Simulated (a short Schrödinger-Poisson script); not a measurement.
Stack: MOS inversion layer, Si3N4 on p-type Si(100), at 300 K.

```tsv
layer	material	thickness (nm)	Na (cm⁻³)
1	Si3N4	3.1	-
2	Si	1600	7.2e16
```

The device is made up for the run: typed textbook-type constants, with dimensions and the other settings drawn at random. Si3N4: permittivity 7.5, conduction-band edge (eV) 1.95, gap (eV) 5.1, electron mass (mₑ) 0.5. Si: permittivity 11.7, conduction-band edge (eV) 0, gap (eV) 1.124, Nv at 300 K (cm⁻³) 3.1e19.

Channel valleys (confinement mass, in-plane density-of-states mass, number): Δ2 0.916, 0.19, 2; Δ4 0.19, 0.417, 4. At the gate the conduction-band edge of layer 1 lies 2.49 eV − eVg above the Fermi level of the channel; the field vanishes at the back. Gaps are held at their typed values at every temperature. Mesh 0.03 nm at interfaces.

Solved with a short Schrödinger-Poisson script written for these runs: 1D Poisson equation in equilibrium, electrons quantum, Hartree (BenDaniel-Duke, 12 states a valley, the channel's in-plane mass for all, wave functions free to enter the dielectric), parabolic valleys, classical holes, full ionisation, no traps, pinning or gate leakage.

Only gate voltages with over 1e8 electrons/cm² are shown.

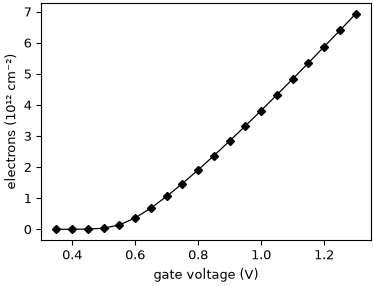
Figure: Sheet density against gate voltage

| Vg (V) | electrons (cm⁻²) | C (μF/cm²) | Δ2 E0 (meV) | Δ2 E1 (meV) | Δ4 E0 (meV) | Δ4 E1 (meV) |
|---|---|---|---|---|---|---|
| 0.35 | 1.79e8 | 0.0900 | 291.8 | 323.5 | 316.2 | 369.1 |
| 0.4 | 1.07e9 | 0.0921 | 244.8 | 277.3 | 269.8 | 324.0 |
| 0.45 | 6.37e9 | 0.118 | 198.2 | 231.5 | 223.7 | 279.2 |
| 0.5 | 3.47e10 | 0.250 | 153.7 | 187.9 | 179.9 | 236.7 |
| 0.55 | 1.41e11 | 0.581 | 116.5 | 152.3 | 143.8 | 202.3 |
| 0.6 | 3.65e11 | 0.921 | 90.2 | 128.5 | 119.2 | 179.9 |
| 0.65 | 6.83e11 | 1.14 | 72.2 | 113.4 | 103.3 | 166.4 |
| 0.7 | 1.06e12 | 1.28 | 58.9 | 103.3 | 92.3 | 157.7 |
| 0.75 | 1.47e12 | 1.38 | 48.5 | 96.1 | 84.1 | 151.8 |
| 0.8 | 1.91e12 | 1.44 | 39.9 | 90.6 | 77.7 | 147.4 |
| 0.85 | 2.37e12 | 1.50 | 32.6 | 86.3 | 72.4 | 144.2 |
| 0.9 | 2.84e12 | 1.54 | 26.2 | 82.9 | 68.0 | 141.6 |
| 0.95 | 3.33e12 | 1.57 | 20.5 | 80.0 | 64.2 | 139.6 |
| 1 | 3.82e12 | 1.60 | 15.3 | 77.5 | 60.8 | 137.9 |
| 1.05 | 4.32e12 | 1.62 | 10.6 | 75.4 | 57.8 | 136.5 |
| 1.1 | 4.83e12 | 1.64 | 6.2 | 73.6 | 55.0 | 135.2 |
| 1.15 | 5.35e12 | 1.66 | 2.1 | 72.0 | 52.5 | 134.2 |
| 1.2 | 5.87e12 | 1.68 | -1.7 | 70.6 | 50.2 | 133.3 |
| 1.25 | 6.40e12 | 1.69 | -5.4 | 69.3 | 48.0 | 132.5 |
| 1.3 | 6.93e12 | 1.71 | -8.9 | 68.1 | 45.9 | 131.8 |

Subbands count from the Fermi level.
